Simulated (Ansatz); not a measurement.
Complex (SMILES): C#C (C2H2) with C[SiH3] (CH3-SiH3), atoms 1 to 4 the first; geometry from B3LYP-D3(BJ)/def2-TZVP, monomers rigid:
```xyz
12

C     -0.1165     0.4274    -0.3481
C     -0.5435    -0.4531     0.3410
H     -0.9236    -1.2325     0.9556
H      0.2711     1.2052    -0.9599
C      2.6297    -2.0608    -1.5202
Si     3.4368    -0.4101    -1.1513
H      2.6930    -2.2958    -2.5843
H      3.1200    -2.8641    -0.9671
H      1.5772    -2.0398    -1.2355
H      3.3716    -0.0937     0.2950
H      4.8630    -0.4218    -1.5626
H      2.7610     0.6825    -1.8956
```

Basis-set convergence of the counterpoise-corrected interaction energy at PBE with Ansatz (a program for electronic structure). Cartesian d functions, on some or all atoms, in 6-31G*; all else is spherical. The program fits the integrals of some runs and decomposes those of others, by size. No added dispersion term, no relativity. Functions are those of the species that has most. Reference: the value in aug-pcseg-3, -0.52 kcal/mol. Deviations are taken from unrounded values.

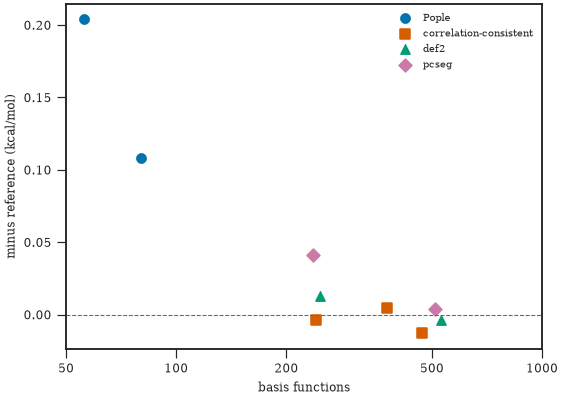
Deviation from the reference against the number of basis functions, by family of sets.

```tsv
basis	functions	counterpoise-corrected interaction energy (kcal/mol)	minus reference (kcal/mol)
3-21G	56	-0.31	0.20
6-31G*	80	-0.41	0.11
pcseg-2	236	-0.48	0.04
cc-pV(T+d)Z	241	-0.52	0.00
def2-TZVPP	247	-0.50	0.01
aug-cc-pV(T+d)Z	377	-0.51	0.00
cc-pV(Q+d)Z	469	-0.53	-0.01
pcseg-3	508	-0.51	0.00
def2-QZVPPD	529	-0.52	0.00
```
